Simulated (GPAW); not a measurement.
**CH4Ga (SMILES [CH3][GaH]): U-vdW-DF2/dzp (scalar-relativistic datasets)**

Aim: a structure relaxation of CH4Ga. The job is set up through an ASE script.

The results are computed with GPAW 26.7.0.

2 further runs of the same task are left out: 2 set aside as unsound or not needed.

## (1) Starting point

CH4Ga has 6 atoms, charge 0, and is taken as a doublet. SMILES: `[CH3][GaH]`. The shape is that of a PBE0-D4/def2-TZVP optimisation. The run starts from this shape.

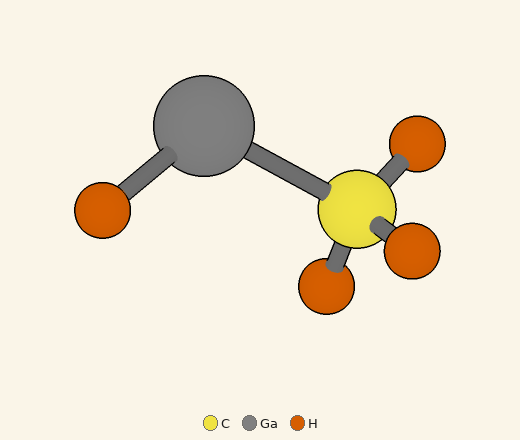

The structure, seen from a chosen angle (carbon yellow, gallium grey, hydrogen orange).

## (2) A geometry optimisation at U-vdW-DF2/dzp (scalar-relativistic datasets)

Contents of ch4ga.xyz:

```xyz
6

C     -0.029300    -0.418300    -0.518000
Ga     0.685700     0.372600     1.162100
H      0.574700    -1.243100    -0.892900
H     -1.046400    -0.775600    -0.328700
H     -0.085700     0.364700    -1.280300
H     -0.056900     1.635600     1.811600
```

Contents of run.py:

```python
from ase.io import read, write
from ase.optimize import BFGS
from gpaw import GPAW

# Structure
molecule = read('ch4ga.xyz')
molecule.center(vacuum=4.5)
molecule.set_initial_magnetic_moments([1.0, 0.0, 0.0, 0.0, 0.0, 0.0])

# Ground state
calculator = GPAW(mode='lcao',
                  xc={'name': 'vdW-DF2', 'backend': 'libvdwxc'},
                  occupations={'name': 'fermi-dirac', 'width': 0.05, 'fixmagmom': True},
                  convergence={'bands': 'all'},
                  poissonsolver={'name': 'MomentCorrectionPoissonSolver', 'poissonsolver': 'fast', 'moment_corrections': 9},
                  nbands=-1,
                  maxiter=60,
                  h=0.18,
                  basis='dzp',
                  symmetry='off',
                  txt='-')
molecule.calc = calculator

opt = BFGS(molecule, trajectory='ch4ga.traj')
converged = opt.run(fmax=0.03, steps=60)
print('Converged:', converged)
print(f'Final energy            {molecule.get_potential_energy():.5f} eV')
write('relaxed.xyz', molecule)
```

Run with:

```sh
python3 -u run.py | tee run.out
```

The log of the run:

```text
[...]
Number of symmetries: 1
[...]
  Number of IBZ points: 1
[...]
basis functions: 46
Spin-components: 2 (collinear spins)
Bands:           7
[...]
  Valence electrons: 11.0
[...]
  Grid points: [60 64 68]
  Charge: 0.0  # |e|
[...]
    cutoffs:
[...]
occupation numbers:
  Fixed magnetic moment: 1.000
[...]
xc functional:
  name: vdW-DF2 with libvdwxc
[...]
|iter     |     time |      energy | eigst |  dens |  magmom |
[...]
|iter:   1| 00:00:16 | -100.738977 |      c|       |  +0.9972|
[...]
Converged in 10 steps
[...]
dipole moment: (-0.012934, -0.093273, -0.120713)  # |e|*Ang
Total magnetic moment: (0.000000, 0.000000, 1.000000)
[...]
Converged in 7 steps
[...]
Converged in 6 steps
[...]
Converged in 5 steps
[...]
Converged in 5 steps
[...]
|iter:   5| 00:05:35 |  -98.455355c|      c| -4.20c|  +1.0000|
Converged in 5 steps
[...]
Energy contributions relative to reference atoms: (reference = -53962.260293)
Energy contributions:
  Kinetic:          24.010285
  Coulomb:         -25.581329
  Zero:              0.073184
  External:          0.000000
  Xc:              -96.957494
  Entropy:          -0.000000
  Spinorbit:         0.000000
  ----------------------------
  Free energy:     -98.455355
  Extrapolated:    -98.455355
[...]
Total magnetic moment: (0.000000, 0.000000, 0.999972)
Local magnetic moments
|        x |        y |         z |
|----------|----------|-----------|
| 0.000000 | 0.000000 |  0.072878 |  # C    0
| 0.000000 | 0.000000 |  0.223281 |  # Ga   1
| 0.000000 | 0.000000 | -0.001365 |  # H    2
| 0.000000 | 0.000000 |  0.002131 |  # H    3
| 0.000000 | 0.000000 |  0.002636 |  # H    4
| 0.000000 | 0.000000 |  0.048166 |  # H    5
Fermi levels: -3.615, -5.428
Eigenvalues  # (at kpt = [0.000, 0.000, 0.000])
| band index |      eig [eV] | occ [0-1] |      eig [eV] | occ [0-1] |
|------------|---------------|-----------|---------------|-----------|
|          0 |       -16.955 |     1.000 |       -16.785 |     1.000 |
|          1 |       -10.482 |     1.000 |       -10.201 |     1.000 |
|          2 |       -10.017 |     1.000 |        -9.954 |     1.000 |
|          3 |        -9.956 |     1.000 |        -9.835 |     1.000 |
|          4 |        -7.060 |     1.000 |        -6.656 |     1.000 |
|          5 |        -4.582 |     1.000 |        -3.753 |     0.000 |
|          6 |        -2.649 |     0.000 |        -2.438 |     0.000 |
Gap: 1.104 eV
Transition (v -> c):
[...]
Forces  # eV/Ang
|        x |        y |        z |
|----------|----------|----------|
| -0.00526 | -0.00808 | -0.01167 |  # C    0
|  0.00673 | -0.01045 | -0.00872 |  # Ga   1
| -0.00437 |  0.00668 |  0.00543 |  # H    2
|  0.01496 |  0.00096 |  0.00818 |  # H    3
|  0.00223 | -0.00463 |  0.01934 |  # H    4
| -0.01035 |  0.01357 | -0.00011 |  # H    5
Force computation time: 0.325  # s
BFGS:   11 hh:mm:ss      -98.455355        0.020011
Converged: True
Final energy            -98.45535 eV
```

Run time: 5.6 min. Hardware: 1 thread of Arm Neoverse V2, shared host; peak memory 2.1 GiB.

The path in brief:

| step | energy from the first frame kept (eV) | largest force (eV/Å) |
| --- | --- | --- |
| 0 | 0.0000 | 1.0150 |
| 1 | -0.0383 | 0.7703 |
| 2 | -0.0861 | 0.1590 |
| 3 | -0.0880 | 0.1279 |
| 4 | -0.0889 | 0.1162 |
| 5 | -0.0897 | 0.1108 |
| 6 | -0.0905 | 0.1068 |
| 7 | -0.0911 | 0.0547 |
| 8 | -0.0913 | 0.0314 |
| 9 | -0.0914 | 0.0303 |
| 10 | -0.0914 | 0.0304 |
| 11 | -0.0915 | 0.0200 |

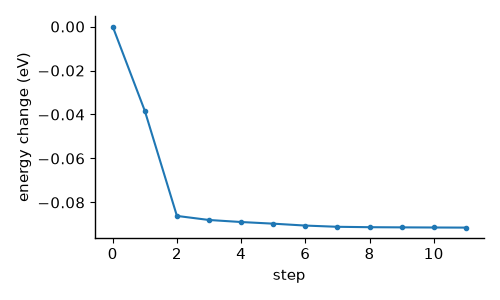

Energy along the run.

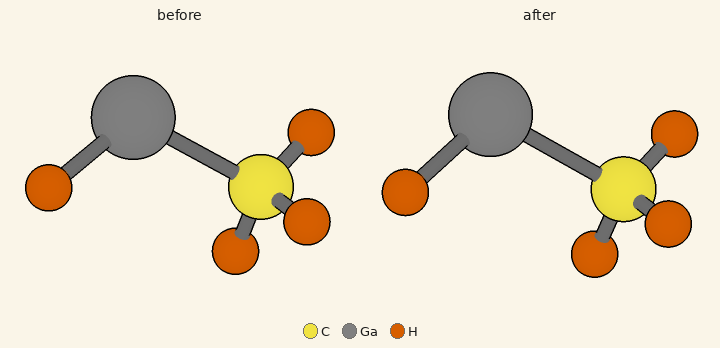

Before and after, at one scale.

After the run. Bond lengths: C1–Ga2 2.082 Å, C1–H3 1.108 Å, C1–H4 1.113 Å, C1–H5 1.113 Å, Ga2–H6 1.674 Å. Angles: C1–Ga2–H6 116.1°, Ga2–C1–H3 112.3°, Ga2–C1–H4 107.2°, Ga2–C1–H5 107.1°, H3–C1–H4 110.4°, H3–C1–H5 110.4°, H4–C1–H5 109.3°.

## (3) Results

Level: U-vdW-DF2/dzp (scalar-relativistic datasets).

| quantity | value |
| --- | --- |
| energy as printed (from the program's reference atoms) | -98.4554 eV |
| dipole moment | 0.70 D |
| HOMO energy (highest over α and β) | -4.58 eV |
| LUMO energy (lowest over α and β) | -3.75 eV |

In words: At the final geometry: Bond lengths: C1–Ga2 2.082 Å, C1–H3 1.108 Å, C1–H4 1.113 Å, C1–H5 1.113 Å, Ga2–H6 1.674 Å. Angles: C1–Ga2–H6 116.1°, Ga2–C1–H3 112.3°, Ga2–C1–H4 107.2°, Ga2–C1–H5 107.1°, H3–C1–H4 110.4°, H3–C1–H5 110.4°, H4–C1–H5 109.3°. The optimisation took 11 steps and changed the energy by -0.091 eV.
